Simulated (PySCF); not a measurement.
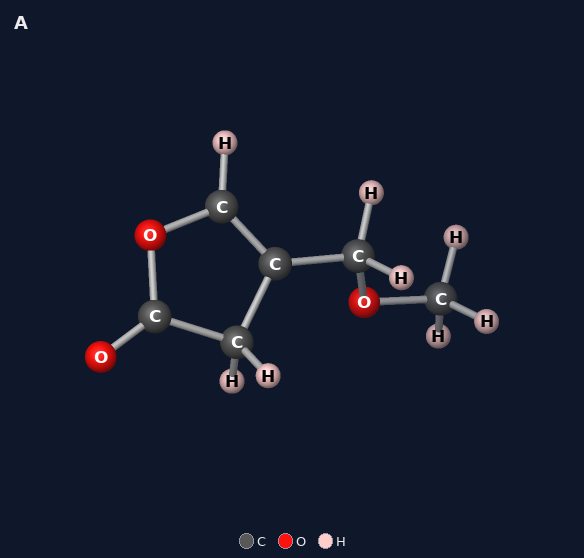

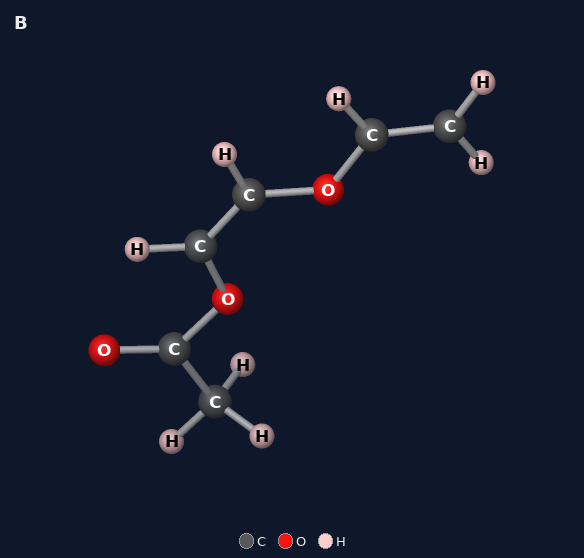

2 stationary structures of one formula. Geometries: GFN2-xTB. Electronic energies: PBE0/pcSseg-1 (PySCF 2.14.0), without zero-point energy. No frequency run is at hand to confirm each as a minimum. Each is one conformer, not always the lowest.

### Are they conformers, stereoisomers or constitutional isomers?

They are constitutional isomers of C6H8O3: A `COCC1=COC(=O)C1`, B `C=CO/C=C\OC(C)=O`.

### Which structure is the most stable?

A is lowest; B lies 64.1 kJ/mol above it.
